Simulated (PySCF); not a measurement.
# M06-2X/6-31G(d) (spherical functions) run of C2H6GeO2 (SMILES CC(=O)[O][GeH3])

What is the vertical singlet–triplet gap of C2H6GeO2 at M06-2X/6-31G* (spherical functions)? 

The calculation is run with PySCF 2.14.0.

## (1) The molecule

C2H6GeO2 has 11 atoms, charge 0, and is taken as a singlet. SMILES: `CC(=O)[O][GeH3]`. The coordinates come from a PBE0-D4/def2-TZVP relaxation. This is one conformer, not always the lowest.

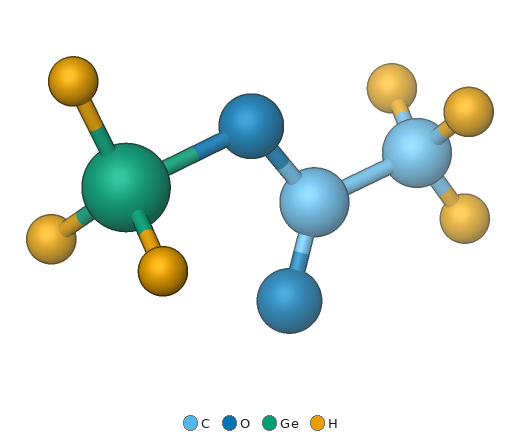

Viewed from a chosen angle; carbon blue, oxygen blue, germanium teal, hydrogen amber.

## (2) The energy at M06-2X/6-31G(d) (spherical functions)

geometry.xyz reads:

```xyz
11
C2H6GeO2
C     -0.090500    -1.581400     1.218900
C     -0.290500    -0.567800     0.135400
O     -1.119200    -0.650000    -0.741100
O      0.544500     0.461500     0.221700
Ge     0.290200     1.698200    -1.108100
H     -0.791500    -2.402600     1.093700
H      0.935500    -1.952900     1.189100
H     -0.234400    -1.109000     2.192400
H     -1.116600     2.283800    -0.984700
H      1.370900     2.720600    -0.735600
H      0.566700     1.042700    -2.461200
```

run.py reads:

```python
from pyscf import gto, dft

mol = gto.M(
    atom='geometry.xyz',
    max_memory=1860,
    verbose=3,
    charge=0,
    basis='6-31g*',
    spin=0,
)

calc0 = dft.RKS(mol)
calc0.xc = 'm06-2x'
calc0.grids.level = 5
calc0.conv_tol = 1e-10
calc0.kernel()
if not calc0.converged:
    calc0 = calc0.newton().run(calc0.mo_coeff, calc0.mo_occ)

etot = calc0.e_tot
print('E = %.10f Eh' % etot)
```

Started as:

```bash
$ OMP_NUM_THREADS=1 python run.py
```

Log:

```text
converged SCF energy = -2306.90594486744
E = -2306.9059448674 Eh
```

Run time: 72 s. Hardware: 1 thread of Arm Neoverse V1, shared host; peak memory 0.54 GiB.

## (3) The triplet, same level

start.xyz reads:

```xyz
11

C     -0.090500    -1.581400     1.218900
C     -0.290500    -0.567800     0.135400
O     -1.119200    -0.650000    -0.741100
O      0.544500     0.461500     0.221700
Ge     0.290200     1.698200    -1.108100
H     -0.791500    -2.402600     1.093700
H      0.935500    -1.952900     1.189100
H     -0.234400    -1.109000     2.192400
H     -1.116600     2.283800    -0.984700
H      1.370900     2.720600    -0.735600
H      0.566700     1.042700    -2.461200
```

calc.py reads:

```python
from pyscf import gto, dft

mol = gto.M(
    atom='start.xyz',
    basis='6-31g*',
    verbose=3,
    spin=2,
    charge=0,
    max_memory=1860,
)

mf = dft.UKS(mol)
mf.xc = 'm06-2x'
mf.conv_tol = 1e-10
mf.grids.level = 5
mf.kernel()
if not mf.converged:
    mf = mf.newton().run(mf.mo_coeff, mf.mo_occ)

e_tot = mf.e_tot
print(f'total energy: {e_tot:.8f} hartree')
```

Started as:

```bash
$ OMP_NUM_THREADS=1 python calc.py
```

Log:

```text
WARN: HOMO -0.0314247897038817 >= LUMO -0.366433189753086

WARN: HOMO -0.0417258888735539 >= LUMO -0.0736733377737759

WARN: HOMO -0.0592071954021933 >= LUMO -0.257912273181409

WARN: HOMO -0.0850752523934339 >= LUMO -0.164481973460579

WARN: HOMO -0.113972962844682 >= LUMO -0.155380630633973

WARN: HOMO -0.128093751978667 >= LUMO -0.14090607262034

WARN: HOMO -0.128458832164644 >= LUMO -0.13740844057644

WARN: HOMO -0.128744617895564 >= LUMO -0.135859916731083

WARN: HOMO -0.128712264196704 >= LUMO -0.135287618746603

WARN: HOMO -0.128868172758784 >= LUMO -0.134965056497035

WARN: HOMO -0.128979896546983 >= LUMO -0.134902929421552

WARN: HOMO -0.128989927094427 >= LUMO -0.13494121739773

WARN: HOMO -0.128971865080718 >= LUMO -0.134925877746232

WARN: HOMO -0.128978467279395 >= LUMO -0.134931334931735

WARN: HOMO -0.128978016134009 >= LUMO -0.134932633381653

WARN: HOMO -0.128976718998908 >= LUMO -0.134931088632896

WARN: HOMO -0.128976944589734 >= LUMO -0.134931725095906

WARN: HOMO -0.128976928220284 >= LUMO -0.134931742193968

converged SCF energy = -2306.69763926733  <S^2> = 2.0052054  2S+1 = 3.0034683
total energy: -2306.69763927 hartree
```

It took 3.3 min on 1 thread of Arm Neoverse V1, shared host; peak memory 0.57 GiB.

## (4) Results

Level: M06-2X/6-31G* (spherical functions).

| quantity | value |
| --- | --- |
| singlet: total energy | -2306.90594 Eh |
| singlet: dipole moment | 1.40 D |
| singlet: HOMO energy | -9.43 eV |
| singlet: LUMO energy | 0.97 eV |
| singlet: HOMO–LUMO gap | 10.39 eV |
| triplet: total energy | -2306.69764 Eh |
| triplet: dipole moment | 0.85 D |
| triplet: HOMO energy (highest over α and β) | -3.51 eV |
| triplet: ⟨S²⟩ | 2.005 |
| vertical energy of the triplet above the singlet | 5.668 eV |

At this shape the triplet lies 5.67 eV (131 kcal/mol) above the singlet. Mulliken charges (singlet) run from -0.61 on O4 to +0.63 on C2; they depend strongly on the basis.
